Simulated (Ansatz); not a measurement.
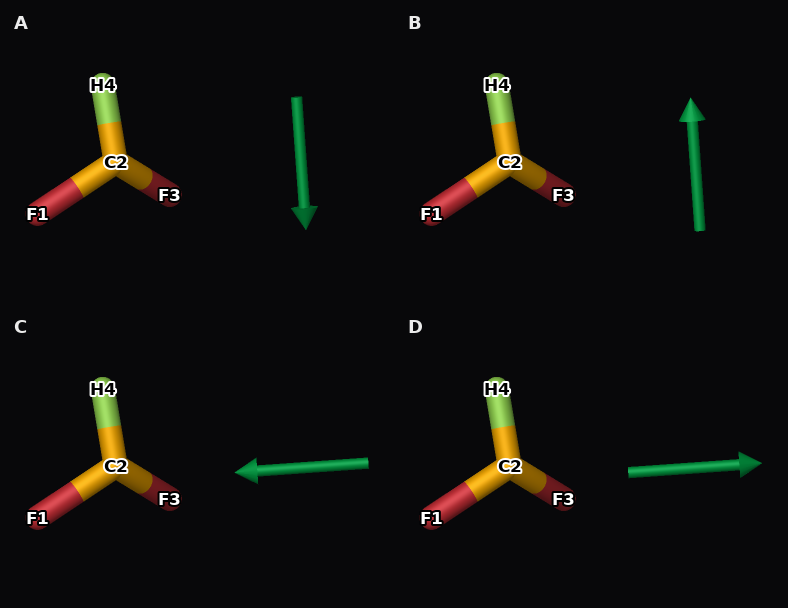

The same molecule four times, each with an arrow. The species is neutral and a spin doublet. Computed geometry: PBE0-D4/def2-TZVP optimisation. No frequency run is at hand to confirm it as a minimum. Properties computed with UKS PBE0-D4/def2-TZVP (Ansatz 0.2.0).

### Which arrow points along the dipole moment, from the negative to the positive end?

B. The dipole moment is 1.33 D; it points from the side of F1, F3 to the side of H4 (the outermost atoms at the two ends).
